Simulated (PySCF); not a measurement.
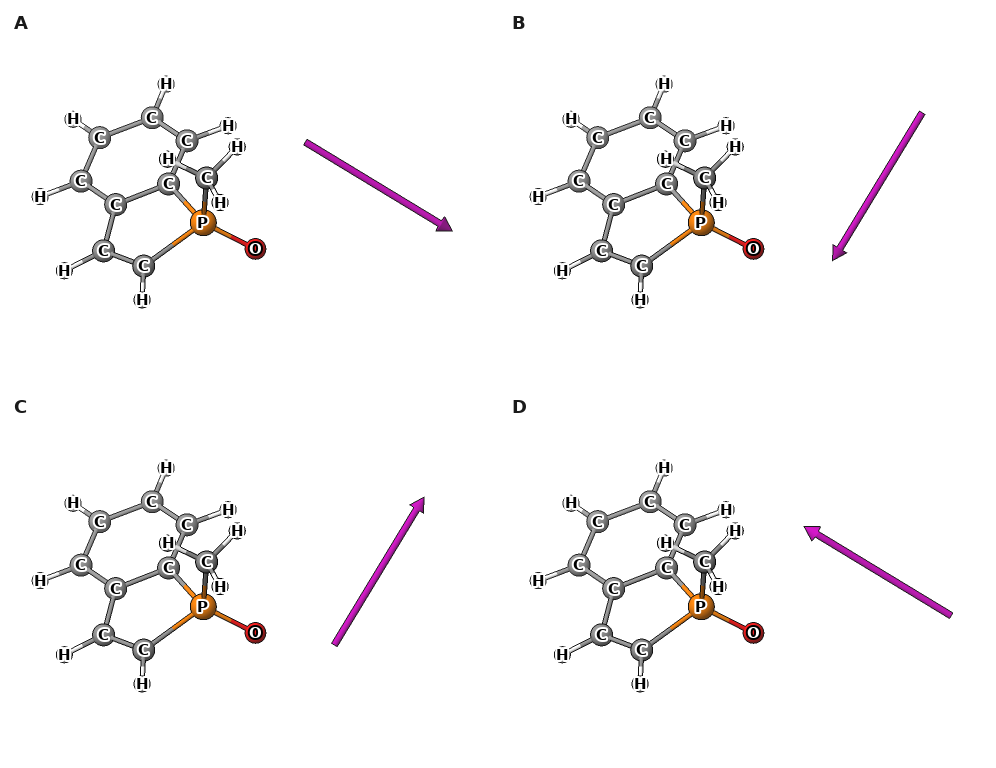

The same molecule four times, each with an arrow. The geometry was computed by an optimisation with GFN2-xTB. No frequency run is at hand to confirm it as a minimum. Level of theory: PBE0/pcSseg-1, gas phase (PySCF 2.14.0).

Which arrow points along the dipole moment, from the negative to the positive end?

Answer. D. The dipole moment is 4.47 D.

The geometry is semi-empirical. Around P such bond lengths and angles can be off by a tenth of an ångström or more and by several degrees, and values that hang on the shape move with them.
